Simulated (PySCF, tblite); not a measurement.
# C₅H₁₄Si₂: geometry, infrared bands, NMR shifts and electronic excitations, part 1 of 2

Wanted: the infrared bands, NMR shifts and electronic excitations of C₅H₁₄Si₂ (`[SiH3]C([SiH3])C1CCC1`), by calculation.

The runs use tblite 0.8.0 and PySCF 2.14.0, with density-fitted response routines of our own; the level of theory stands in each step. All values are computed, except where a source is named. Atoms are numbered from 0 throughout.

## Step 1: The molecule as given

21 atoms, charge 0, multiplicity 1; geometry from: force field or distance geometry start.

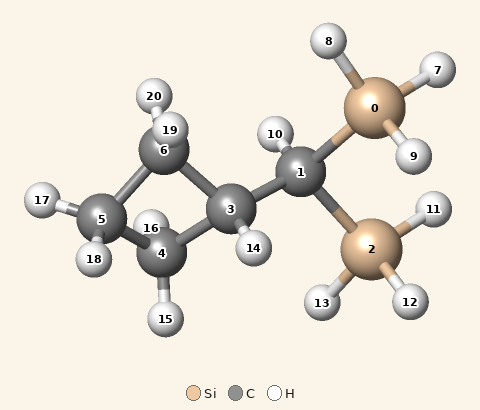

As it starts; silicon light orange, carbon grey, hydrogen white, atoms numbered; sticks join atoms by distance.

## Step 2: Optimising the geometry with GFN2-xTB

Job settings and geometry (Å):

```
{"job": {"kind": "relax", "xc": "GFN2-xTB", "basis": "xTB"}, "charge": 0, "multiplicity": 1}
Si     1.582100     1.813500     0.526800
C      0.879500     0.249000    -0.254600
Si     2.250700    -1.012400     0.119100
C     -0.508500    -0.151200     0.254000
C     -1.226000    -1.323600    -0.482400
C     -2.551500    -0.565800    -0.258400
C     -1.708600     0.729800    -0.194900
H      2.888500     2.193900    -0.062900
H      0.636500     2.929500     0.263500
H      1.699800     1.676500     2.005000
H      0.842000     0.391700    -1.332300
H      3.536300    -0.595700    -0.471100
H      2.386700    -1.230100     1.586500
H      1.874700    -2.307700    -0.504300
H     -0.527000    -0.312700     1.354800
H     -1.161000    -2.305300    -0.007200
H     -0.956300    -1.411200    -1.546000
H     -3.278300    -0.625200    -1.066500
H     -3.040500    -0.816500     0.695200
H     -2.046600     1.473700     0.537700
H     -1.581400     1.216700    -1.162200
```

Command:

```console
> OMP_NUM_THREADS=1 python probes_run.py task.json out
```

This one command runs all jobs of the session in turn.

The log of the run:

```text
step      E/eV     max force
  0    -578.90377    1.213
  1    -578.98478    0.712
  2    -579.04021    0.375
  3    -579.05565    0.384
  4    -579.06730    0.252
  5    -579.07402    0.229
  6    -579.08317    0.251
  7    -579.09169    0.248
  8    -579.09825    0.136
  9    -579.10179    0.123
 10    -579.10428    0.112
 11    -579.10728    0.163
 12    -579.11188    0.166
 13    -579.11790    0.187
 14    -579.12393    0.172
 15    -579.12855    0.141
 16    -579.13204    0.153
 17    -579.13465    0.099
 18    -579.13662    0.090
 19    -579.13858    0.086
 20    -579.14093    0.124
 21    -579.14377    0.145
 22    -579.14663    0.115
 23    -579.14889    0.101
 24    -579.15061    0.076
 25    -579.15212    0.080
 26    -579.15336    0.077
 27    -579.15420    0.055
 28    -579.15476    0.058
 29    -579.15520    0.069
 30    -579.15557    0.057
 31    -579.15584    0.030
 32    -579.15604    0.034
 33    -579.15624    0.041
 34    -579.15650    0.049
 35    -579.15685    0.054
 36    -579.15722    0.042
 37    -579.15753    0.053
 38    -579.15782    0.054
 39    -579.15819    0.051
 40    -579.15873    0.069
 41    -579.15935    0.066
 42    -579.15986    0.043
 43    -579.16023    0.039
 44    -579.16052    0.032
 45    -579.16078    0.040
 46    -579.16110    0.044
 47    -579.16147    0.038
 48    -579.16178    0.029
 49    -579.16196    0.029
 50    -579.16205    0.029
 51    -579.16213    0.025
 52    -579.16222    0.022
 53    -579.16229    0.018
 54    -579.16235    0.017
 55    -579.16240    0.019
 56    -579.16247    0.031
 57    -579.16257    0.035
 58    -579.16267    0.023
 59    -579.16273    0.015
 60    -579.16275    0.011
 61    -579.16278    0.016
 62    -579.16280    0.015
 63    -579.16282    0.011
 64    -579.16284    0.011
 65    -579.16286    0.012
 66    -579.16288    0.012
 67    -579.16291    0.012
 68    -579.16294    0.010
 69    -579.16296    0.009
```

Run time: 1.9 s. Hardware: 1 thread of Intel Xeon at 2.50GHz, shared host; peak memory 0.18 GiB.

Relaxation path: (not every step is listed)

| step | energy from step 0 (eV) | largest force (eV/Å) |
| --- | --- | --- |
| 0 | 0.0000 | 1.2134 |
| 1 | -0.0810 | 0.7120 |
| 2 | -0.1364 | 0.3754 |
| 3 | -0.1519 | 0.3840 |
| 4 | -0.1635 | 0.2519 |
| 5 | -0.1703 | 0.2293 |
| 6 | -0.1794 | 0.2509 |
| 7 | -0.1879 | 0.2476 |
| 8 | -0.1945 | 0.1365 |
| 13 | -0.2141 | 0.1870 |
| 18 | -0.2328 | 0.0899 |
| 23 | -0.2451 | 0.1014 |
| 28 | -0.2510 | 0.0584 |
| 33 | -0.2525 | 0.0413 |
| 38 | -0.2541 | 0.0537 |
| 43 | -0.2565 | 0.0388 |
| 48 | -0.2580 | 0.0293 |
| 53 | -0.2585 | 0.0183 |
| 58 | -0.2589 | 0.0228 |
| 63 | -0.2591 | 0.0112 |
| 64 | -0.2591 | 0.0106 |
| 65 | -0.2591 | 0.0118 |
| 66 | -0.2591 | 0.0117 |
| 67 | -0.2591 | 0.0122 |
| 68 | -0.2592 | 0.0100 |
| 69 | -0.2592 | 0.0085 |

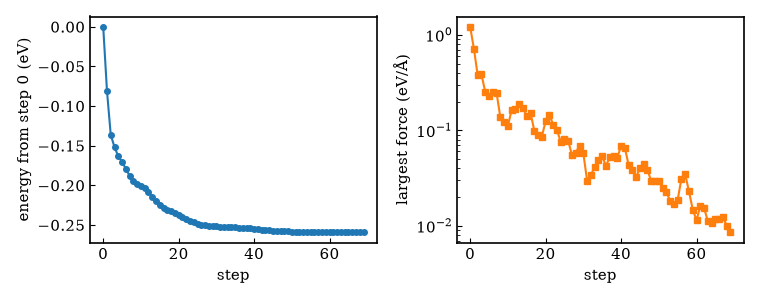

Energy and largest force along the relaxation.

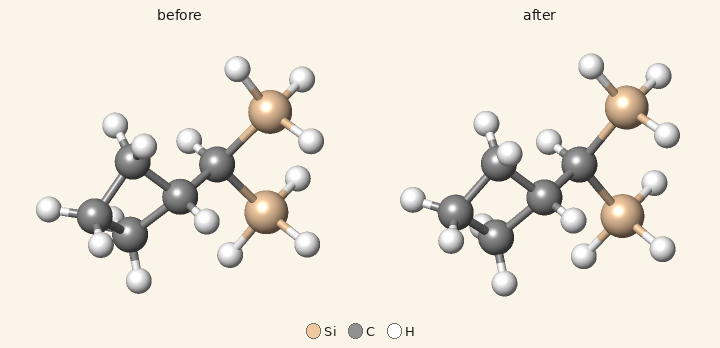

Before and after, at one scale.

Distances of close pairs at the start and the end, largest changes first:

```csv
bond,before (Å),after (Å),change (Å)
Si2–H12,1.490,1.465,-0.025
Si0–H9,1.489,1.465,-0.025
Si0–C1,1.885,1.906,+0.022
Si0–H8,1.486,1.466,-0.020
C3–H14,1.113,1.093,-0.020
Si2–H13,1.486,1.466,-0.020
Si0–H7,1.483,1.464,-0.019
C3–C4,1.559,1.541,-0.018
```

The final coordinates are the input of the step that follows.

## Step 3: Infrared spectrum with GFN2-xTB

Job settings and geometry (Å):

```
{"job": {"kind": "ir", "xc": "GFN2-xTB", "basis": "xTB"}, "charge": 0, "multiplicity": 1}
Si     1.471053     1.922834     0.481866
C      0.908299     0.249867    -0.238441
Si     2.191052    -1.132742     0.037806
C     -0.452869    -0.151122     0.310045
C     -1.170760    -1.343888    -0.351671
C     -2.471202    -0.528030    -0.371752
C     -1.660600     0.735718    -0.050949
H      2.767362     2.288275    -0.092287
H      0.501728     2.973725     0.157131
H      1.581810     1.818691     1.938629
H      0.803068     0.382277    -1.321904
H      3.477864    -0.723624    -0.528124
H      2.337321    -1.387093     1.472717
H      1.760856    -2.370764    -0.619413
H     -0.385233    -0.291205     1.391716
H     -1.187548    -2.274843     0.211776
H     -0.790425    -1.544511    -1.352117
H     -3.019519    -0.521326    -1.311743
H     -3.152638    -0.804748     0.430560
H     -2.046929     1.375574     0.739918
H     -1.471609     1.343880    -0.934234
```

The log of the run:

```text
mode    cm-1     km/mol
  1      77.6      0.04
  2      99.0      0.03
  3     113.6      0.03
  4     121.2      0.03
  5     140.8      0.01
  6     170.6      0.16
  7     241.1      0.33
  8     340.7      3.92
  9     356.6      1.96
 10     511.0     19.99
 11     520.2     17.32
 12     520.4     38.66
 13     540.8     74.15
 14     674.6     31.44
 15     722.8     27.03
 16     767.9     14.49
 17     786.2    306.96
 18     786.5    678.99
 19     791.1     53.66
 20     806.9    267.51
 21     810.9     57.60
 22     811.3    175.64
 23     823.3     96.10
 24     862.8     50.75
 25     930.7      6.96
 26     990.6      0.04
 27    1033.0      0.02
 28    1039.5      1.80
 29    1070.7      1.29
 30    1079.8     18.37
 31    1116.1     51.33
 32    1156.0     25.03
 33    1185.2      0.20
 34    1187.2      0.21
 35    1233.4      1.52
 36    1240.0      0.25
 37    1255.8      0.58
 38    1261.5      2.13
 39    1264.6      1.26
 40    1344.9     14.60
 41    1477.8      0.31
 42    1479.7      0.29
 43    1498.1      0.12
 44    2233.3    301.92
 45    2242.1    287.99
 46    2244.0     12.29
 47    2252.8     80.03
 48    2256.8    413.15
 49    2263.4    758.50
 50    2901.3     42.55
 51    2944.3     40.01
 52    2988.8     12.00
 53    2995.5      5.79
 54    3006.2     24.20
 55    3008.1     83.51
 56    3011.9     87.76
 57    3016.3     83.98
```

Run time: 3 s. Hardware: 1 thread of Intel Xeon at 2.50GHz, shared host; peak memory 0.18 GiB.

The strongest bands and the atoms that carry them (share of the mass-weighted mode):

```
cm⁻¹  km/mol                                 atoms
 786   307.0  H12 29 %, H11 25 %, H7 19 %, H9 18 %
 786   679.0  H9 24 %, H8 21 %, H13 16 %, H12 14 %
 807   267.5  H8 24 %, H13 23 %, H9 17 %, H12 16 %
 811   175.6  H8 17 %, H7 14 %, H11 14 %, H13 13 %
2233   301.9                     H13 40 %, H8 33 %
2242   288.0                     H8 49 %, H13 46 %
2257   413.1                     H12 47 %, H9 40 %
2263   758.5                     H11 44 %, H7 43 %
```

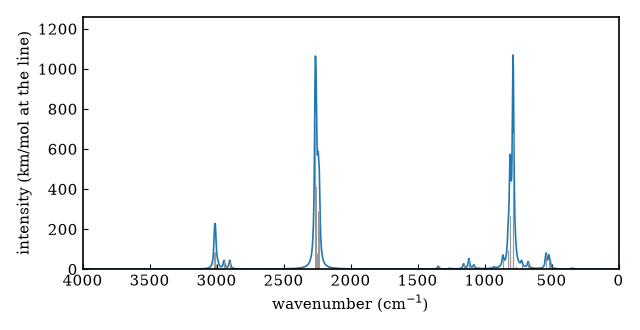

The infrared spectrum from these modes, unscaled. Lines are broadened to a width of 14 cm⁻¹ (Lorentzian).

## Step 4: Relaxing the molecule at PBE0-D3(BJ)/def2-SVP

Job settings and geometry (Å):

```
{"job": {"xc": "PBE0", "basis": "def2-SVP", "d3": "d3bj", "grid": 1, "shake": 0.01, "kind": "geom"}, "charge": 0, "multiplicity": 1}
Si     1.491460     1.897280     0.486050
C      0.902620     0.245340    -0.240600
Si     2.170850    -1.135060     0.029150
C     -0.419640    -0.148860     0.306520
C     -1.173570    -1.350570    -0.362220
C     -2.475110    -0.523210    -0.374140
C     -1.651020     0.733720    -0.050710
H      2.782820     2.293730    -0.097340
H      0.499900     2.979130     0.176480
H      1.579110     1.816260     1.948650
H      0.794200     0.379360    -1.313080
H      3.483670    -0.722710    -0.521420
H      2.309040    -1.376880     1.463120
H      1.744170    -2.368000    -0.612410
H     -0.389680    -0.301970     1.391980
H     -1.188080    -2.260790     0.219250
H     -0.788490    -1.533390    -1.354170
H     -3.028780    -0.515490    -1.305920
H     -3.154790    -0.812580     0.432850
H     -2.071870     1.382480     0.744830
H     -1.488000     1.344490    -0.943870
```

The log of the run:

```text
step   0  E = -777.11051277  max force = 0.034315
step   1  E = -777.11595271  max force = 0.002621
step   2  E = -777.11611520  max force = 0.001178
step   3  E = -777.11619926  max force = 0.001110
step   4  E = -777.11626381  max force = 0.001317
step   5  E = -777.11634300  max force = 0.001746
step   6  E = -777.11638679  max force = 0.001420
step   7  E = -777.11640951  max force = 0.000500
step   8  E = -777.11641529  max force = 0.000216
optimisation converged
```

Run time: 5.5 min. Hardware: 1 thread of Intel Xeon at 2.50GHz, shared host; peak memory 0.75 GiB.

Relaxation path:

| step | energy from step 0 (eV) | largest force component (eV/Å) |
| --- | --- | --- |
| 0 | 0.0000 | 1.7645 |
| 1 | -0.1480 | 0.1348 |
| 2 | -0.1524 | 0.0606 |
| 3 | -0.1547 | 0.0571 |
| 4 | -0.1565 | 0.0677 |
| 5 | -0.1586 | 0.0898 |
| 6 | -0.1598 | 0.0730 |
| 7 | -0.1605 | 0.0257 |
| 8 | -0.1606 | 0.0111 |

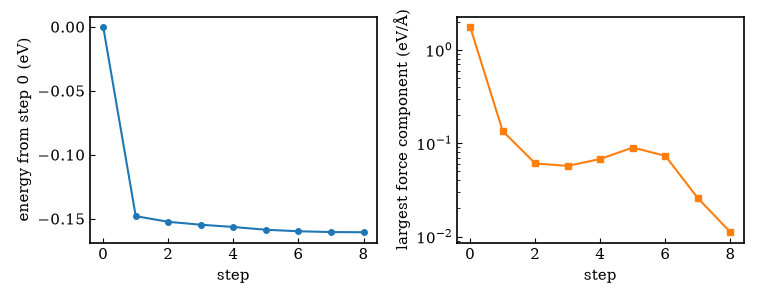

Energy and force, step by step.

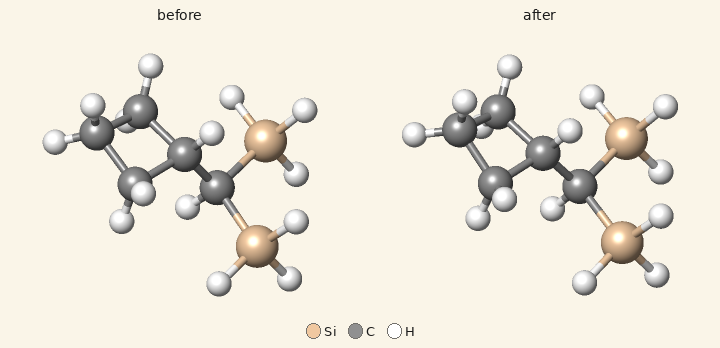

The geometry before (left) and after (right).

Distances of close pairs at the start and the end, largest changes first:

```
   bond  before (Å)  after (Å)  change (Å)
  C1–C3       1.484      1.528      +0.044
Si2–H13       1.454      1.496      +0.042
Si2–H12       1.461      1.497      +0.036
 Si0–H9       1.467      1.497      +0.029
 Si0–H7       1.471      1.495      +0.024
 C4–H16       1.080      1.103      +0.023
  C3–C4       1.568      1.546      -0.022
 C1–H10       1.086      1.108      +0.022
```

The final coordinates are the input of the step that follows.

```csv
at the end point,value
point group (found at 0.08 Å tolerance),Cs
"rotational constants (GHz, main isotopes)","2.302, 1.219, 0.844"
dipole moment (D),1.05
```

## Step 5: Shielding tensors: PBE0/pcSseg-1

Job settings and geometry (Å):

```
{"job": {"kind": "nmr", "xc": "PBE0", "basis": "pcSseg-1"}, "charge": 0, "multiplicity": 1}
Si     1.277107     1.946759     0.310429
C      0.736343     0.283344    -0.406598
Si     2.013926    -1.065809    -0.058249
C     -0.658617    -0.117501     0.070976
C     -1.375449    -1.329522    -0.568024
C     -2.700917    -0.559054    -0.436949
C     -1.886222     0.740878    -0.314774
H      2.629177     2.327111    -0.202799
H      0.309702     3.026461    -0.058573
H      1.340187     1.861121     1.803380
H      0.721419     0.414372    -1.506958
H      3.361375    -0.659801    -0.563710
H      2.109802    -1.309446     1.415374
H      1.626074    -2.349424    -0.722020
H     -0.648564    -0.248417     1.168510
H     -1.282937    -2.309875    -0.076227
H     -1.077824    -1.441326    -1.623766
H     -3.425227    -0.637298    -1.261083
H     -3.219124    -0.801070     0.503690
H     -2.225756     1.511340     0.393994
H     -1.734411     1.216266    -1.297761
```

Method: GIAO PBE0/pcSseg-1 NMR shielding, non-relativistic, gas phase.

The log of the run:

```text
coarse grid: 17360 points
cycle   1  E = -777.2864231546  dE =  3.823e-01  |g| = 3.893e-01  |ddm| = 3.969e+00
cycle   2  E = -777.2664500381  dE =  1.997e-02  |g| = 4.777e-01  |ddm| = 8.297e-01
cycle   3  E = -777.3270472691  dE = -6.060e-02  |g| = 4.986e-02  |ddm| = 5.311e-01
cycle   4  E = -777.3275574044  dE = -5.101e-04  |g| = 2.284e-02  |ddm| = 8.017e-02
cycle   5  E = -777.3276781200  dE = -1.207e-04  |g| = 5.782e-03  |ddm| = 2.520e-02
cycle   6  E = -777.3276852968  dE = -7.177e-06  |g| = 1.041e-03  |ddm| = 5.391e-03
final grid: 155104 points
cycle   7  E = -777.3697865324  dE = -4.030e-05  |g| = 7.832e-03  |ddm| = 3.873e-02
cycle   8  E = -777.3697735449  dE =  1.299e-05  |g| = 1.057e-02  |ddm| = 1.839e-02
cycle   9  E = -777.3698027311  dE = -2.919e-05  |g| = 5.116e-04  |ddm| = 1.079e-02
cycle  10  E = -777.3698027749  dE = -4.377e-08  |g| = 2.427e-04  |ddm| = 7.015e-04
cycle  11  E = -777.3698027890  dE = -1.411e-08  |g| = 4.531e-05  |ddm| = 2.524e-04
cycle  12  E = -777.3698027894  dE = -4.206e-10  |g| = 1.687e-05  |ddm| = 7.273e-05
converged SCF energy = -777.3698027894

GIAO shielding tensors (ppm)
atom      isotropic    diamagn.    paramagn.     s11        s22        s33       span
  0 Si     419.391     880.093    -460.702    387.996    397.598    472.579     84.582
  1 C      173.883     253.927     -80.044    149.597    171.359    200.693     51.095
  2 Si     419.356     880.177    -460.821    387.726    397.785    472.557     84.832
  3 C      147.207     247.612    -100.404    130.884    147.947    162.791     31.906
  4 C      150.055     249.311     -99.256    137.793    141.526    170.847     33.053
  5 C      165.560     253.939     -88.379    154.076    169.256    173.347     19.271
  6 C      150.107     249.643     -99.536    137.885    141.457    170.979     33.094
  7 H       27.428      28.900      -1.472     23.886     25.296     33.102      9.216
  8 H       27.221      29.233      -2.012     23.165     26.360     32.139      8.974
  9 H       27.577      29.323      -1.745     24.497     25.639     32.597      8.100
 10 H       31.250      33.152      -1.903     27.845     29.801     36.103      8.258
 11 H       27.429      28.984      -1.555     23.885     25.298     33.104      9.218
 12 H       27.579      29.410      -1.831     24.502     25.637     32.597      8.095
 13 H       27.217      29.327      -2.109     23.159     26.364     32.128      8.968
 14 H       29.342      34.079      -4.737     26.030     29.945     32.052      6.022
 15 H       29.131      31.034      -1.903     24.890     27.385     35.119     10.229
 16 H       29.752      32.106      -2.355     26.625     29.557     33.073      6.448
 17 H       29.631      29.346       0.285     25.447     26.234     37.213     11.766
 18 H       29.549      30.637      -1.088     26.460     26.863     35.325      8.864
 19 H       29.135      31.017      -1.882     24.905     27.373     35.127     10.223
 20 H       29.752      32.105      -2.353     26.623     29.542     33.091      6.468
```

It took 1.8 min on 1 thread of Intel Xeon at 2.50GHz, shared host; peak memory 0.97 GiB.

Shifts follow as δ = σ(reference) − σ, with reference shieldings (ppm) from runs at the same level and on the same kind of geometry: 1H TMS 31.27, 13C TMS 184.4, 29Si TMS 352.0. The references are single molecules in the gas phase. Atoms listed in one row are averaged.

```csv
atoms,environment,σ (ppm),δ (ppm),δ scaled to CDCl3
C3,sp3 CH in a ring,147.2,37.2,35.6
"C4, C6",sp3 CH2 in a ring,150.1,34.3,32.8
C5,sp3 CH2 in a ring,165.6,18.8,17.8
C1,sp3 CH bonded to 2 Si,173.9,10.5,9.7
"H7, H8, H9, H11, H12, H13",hydrogen on a silicon bonded to C,27.41,3.86,–
"H15, H19",hydrogen on an sp3 CH2 in a ring,29.13,2.13,2.24
H14,hydrogen on an sp3 CH in a ring,29.34,1.92,2.04
H18,hydrogen on an sp3 CH2 in a ring,29.55,1.72,1.84
H17,hydrogen on an sp3 CH2 in a ring,29.63,1.64,1.77
"H16, H20",hydrogen on an sp3 CH2 in a ring,29.75,1.52,1.65
H10,hydrogen on an sp3 CH bonded to 2 Si,31.25,0.02,0.23
"Si0, Si2","silicon bonded to C, 3 H",419.4,-67.4,–
```

The scaled column applies a straight-line fit of computed shieldings to shifts measured in CDCl3 (root-mean-square error 0.21 ppm for H, 2.0 ppm for C).

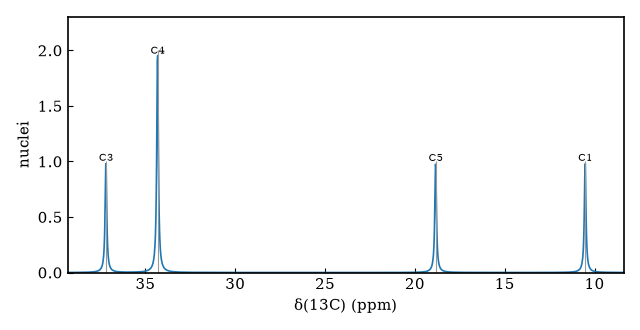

13C lines at the computed shifts, without couplings. Lines are broadened to a width of 0.11 ppm (Lorentzian).

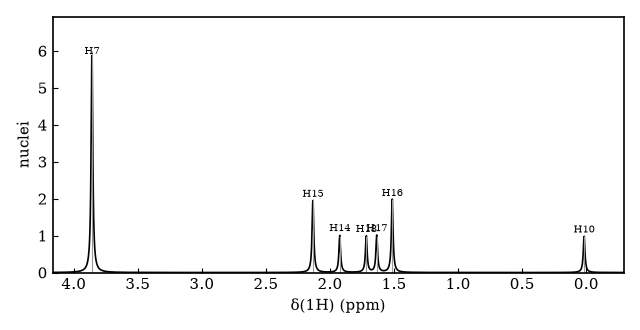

1H lines at the computed shifts, without couplings. Lines are broadened to a width of 0.02 ppm (Lorentzian).

The run also stored atomic charges by several schemes (e):

| atoms | Mulliken | IAO | Hirshfeld | ESP fit |
| --- | --- | --- | --- | --- |
| Si0, Si2 | 0.49 | 0.57 | 0.30 | 0.31 |
| C1 | -0.73 | -0.65 | -0.19 | -0.49 |
| C3 | -0.32 | -0.10 | -0.02 | 0.31 |
| C4, C6 | -0.16 | -0.26 | -0.07 | -0.17 |
| C5 | -0.22 | -0.26 | -0.07 | -0.18 |

ESP fit charges:

Si0 0.32; C1 -0.49; Si2 0.31; C3 0.31; C4 -0.17; C5 -0.18; C6 -0.16; H7 -0.08; H8 -0.10; H9 -0.09; H10 0.17; H11 -0.07; H12 -0.08; H13 -0.10; H14 0.01; H15 0.05; H16 0.07; H17 0.08; H18 0.07; H19 0.05; H20 0.06

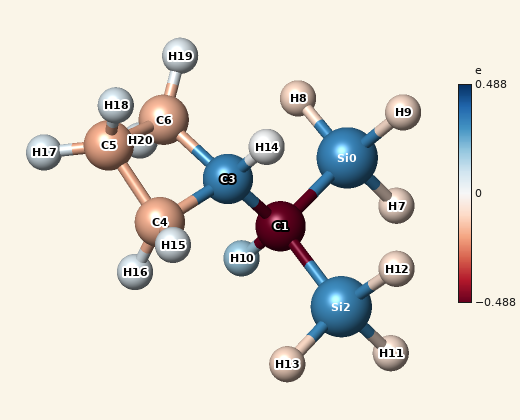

ESP fit charges, as colours on the atoms.

Mayer bond orders: Si0–C1 0.90, C1–Si2 0.90, C1–C3 0.97, C3–C4 0.99, C4–C5 1.03, C5–C6 1.03, C6–C3 0.99.

Ring of atoms C3, C4, C5, C6: NICS(0) -2.5, NICS(1) -1.8, NICS(1)zz 3.5 ppm (means of both faces).

(Continued in part 2 of 2.)
